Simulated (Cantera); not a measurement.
Input: 1 mol CaCO₃, a varied amount of H₂, equilibrated at 1423.15 K and 540000 Pa.

These are equilibrium values from Cantera (NASA tables, ideal gas, pure condensed phases), not measurements of a reactor. Candidate condensed phases: C, C₆H₆, C₇H₈, C₈H₁₈, Ca, CaCO₃, CaO, Ca(OH)₂, H₂O; 115 gas species. Rates play no part.

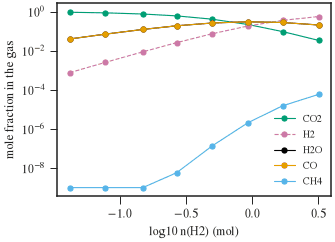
Fig. 1. Equilibrium gas composition (values under 1e-9 drawn at 1e-9)

Task: Read off the mole fractions at 0.5 mol H₂.

Result: CO₂ about 0.41, H₂O about 0.26, CO about 0.26, H₂ about 0.073, CH₄ about 1.3e-7.
